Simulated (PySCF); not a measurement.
Molecule: HGeO (cation, charge +1), SMILES [OH+]=[Ge], singlet. Atoms near the plane z = 1.2 Å, at the B3LYP/def2-SVP optimised geometry (x, y, z in Å): O1 (0.4, 0.0, 0.0), Ge2 (-1.3, 0.0, 0.0), H3 (1.3, 0.0, 0.0).

Computed with B3LYP/def2-TZVP in PySCF. The values are rescaled to run from 0 to 1.

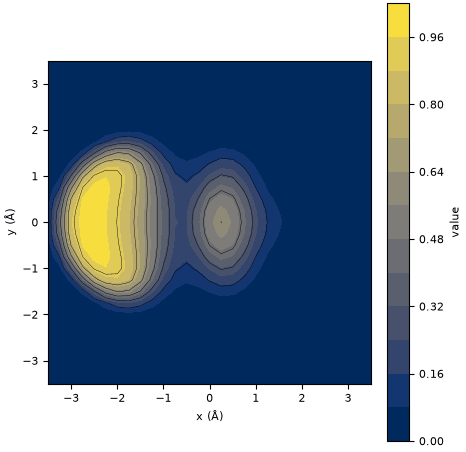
a field on the plane z = 1.2 Å.

Task: Which quantity is mapped?
A. electron localisation function
B. electrostatic potential
C. Laplacian of the electron density
D. log10 of the electron density

Result: A, electron localisation function
